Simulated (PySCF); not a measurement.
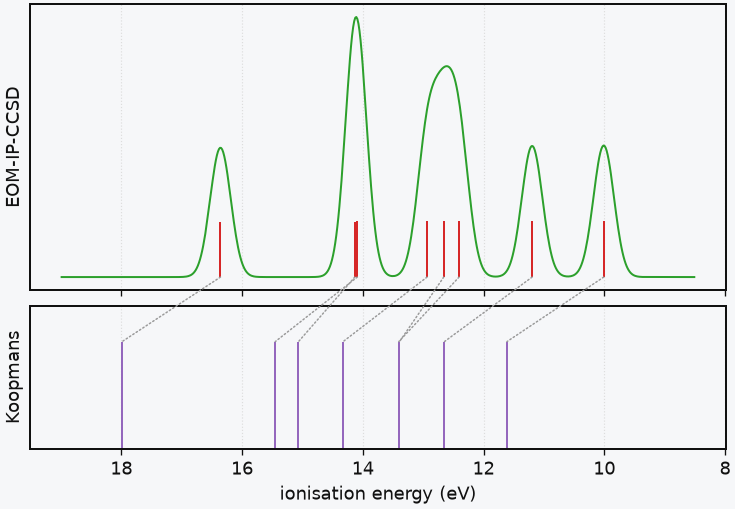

Valence photoelectron lines of C₂H₆O₂Si, SMILES COC(=O)[SiH3]: vertical EOM-IP-CCSD/aug-cc-pVDZ (frozen core, PySCF, at a PBE0-D3(BJ)/def2-SVP geometry (no frequency check); 8 lines, one for each of the 8 highest orbitals, so a line of a deeper orbital can be missing among them) above, Hartree-Fock orbital energies with the sign turned below, non-relativistic; dotted lines join each line to its leading orbital. Stick heights are one-hole weights (summed over degenerate lines), not cross-sections; Gaussian width 0.40 eV.

> Do correlation and relaxation change the order of the lines?

Only among lines under 0.15 eV apart or orbitals under 0.1 eV apart: the order is HOMO, HOMO−1, HOMO−3, HOMO−2, HOMO−4, HOMO−6, HOMO−5, HOMO−7.

> What is the first vertical ionisation energy, and how far is Koopmans' value off?

10.01 eV from the HOMO; Koopmans gives 11.61 eV, 1.60 eV too high.

Known limits of this run: small basis, so the lines can lie some tenths of an eV too low; one conformer of a flexible molecule.
